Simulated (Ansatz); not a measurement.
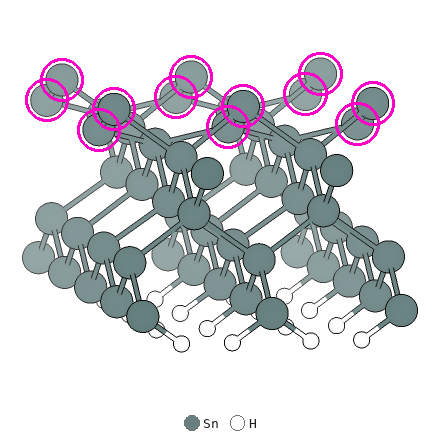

The system is a Sn(100) slab cut from the Fd-3m phase, its lower face capped with 4 H atoms (14 atoms in the cell); the picture shows the reference structure. Two atoms of the surface dimers are held at set heights. Coordinates scanned: (1) height of Sn9 above its place in the flat dimer; (2) height of Sn10 above its place in the flat dimer. Relaxed at each point: all atoms of the upper layers, but for the two heights. The grid has 7 × 7 points; 28 points were computed and 21 follow by symmetry. Points are written as (first, second). Energies are in eV, from the lowest grid point. The calculation used DFT PBEsol, scalar-relativistic, plane waves, PAW in Ansatz 0.2.0. Settings: cutoff 420 eV, k-mesh 3×6×1, gaussian smearing 0.05 eV, no spin polarisation.

Its coordinates:

```yaml
crystal:
  lattice:
    - [9.25116, 0.00000, 0.00000]
    - [0.00000, 4.62558, 0.00000]
    - [0.00000, 0.00000, 20.40769]
  atoms:
    - { symbol: Sn, position: [0.50000, 0.00000, 0.24580] }
    - { symbol: Sn, position: [0.00000, 0.00000, 0.24580] }
    - { symbol: Sn, position: [0.75000, 0.00000, 0.32593] }
    - { symbol: Sn, position: [0.25000, 0.00000, 0.32593] }
    - { symbol: Sn, position: [0.74303, 0.50000, 0.40784] }
    - { symbol: Sn, position: [0.25698, 0.50000, 0.40416] }
    - { symbol: Sn, position: [0.99844, 0.50000, 0.49020] }
    - { symbol: Sn, position: [0.49480, 0.50000, 0.49225] }
    - { symbol: Sn, position: [0.15798, 0.00000, 0.52596] }
    - { symbol: Sn, position: [0.44807, 0.00000, 0.57589] }
    - { symbol: H, position: [0.50921, 0.30353, 0.19621] }
    - { symbol: H, position: [0.50921, 0.69647, 0.19621] }
    - { symbol: H, position: [0.99079, 0.69647, 0.19621] }
    - { symbol: H, position: [0.99079, 0.30353, 0.19621] }
```

Range: height of Sn9 above its place in the flat dimer from −0.771 to 0.746 Å; height of Sn10 above its place in the flat dimer from −0.771 to 0.746 Å.

### Predict the map.

The lowest grid point is at (−0.522 Å, 0.497 Å); the map holds 2 wells of about this depth. No other kind of well shows on this grid. The highest grid point, (−0.771 Å, −0.771 Å), lies 0.93 eV above the lowest. On the interpolated surface the easiest way out of the lowest well to a well of about the same depth near (0.497 Å, −0.522 Å) passes a barrier of about 0.42 eV.

```csv
"second ↓, first →",−0.771,−0.522,−0.261,0.000,0.249,0.497,0.746
0.746,0.10,0.05,0.09,0.22,0.43,0.67,0.92
0.497,0.02,0.00,0.07,0.23,0.46,0.67,0.67
0.249,0.05,0.06,0.16,0.34,0.49,0.46,0.43
0.000,0.19,0.22,0.33,0.41,0.34,0.23,0.22
−0.261,0.43,0.46,0.49,0.33,0.16,0.07,0.09
−0.522,0.69,0.70,0.46,0.22,0.06,0.00,0.05
−0.771,0.93,0.69,0.43,0.19,0.05,0.02,0.10
```

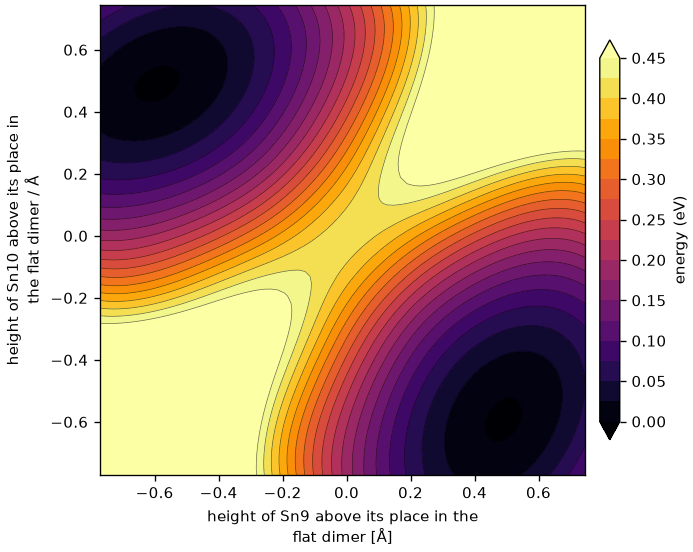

The picture shows filled contours, one colour for all values above the top of the scale. Between grid points the surface is interpolated.

The whole map (28 points run) took 45 min on 4 threads of Arm Neoverse V1, on a shared host.
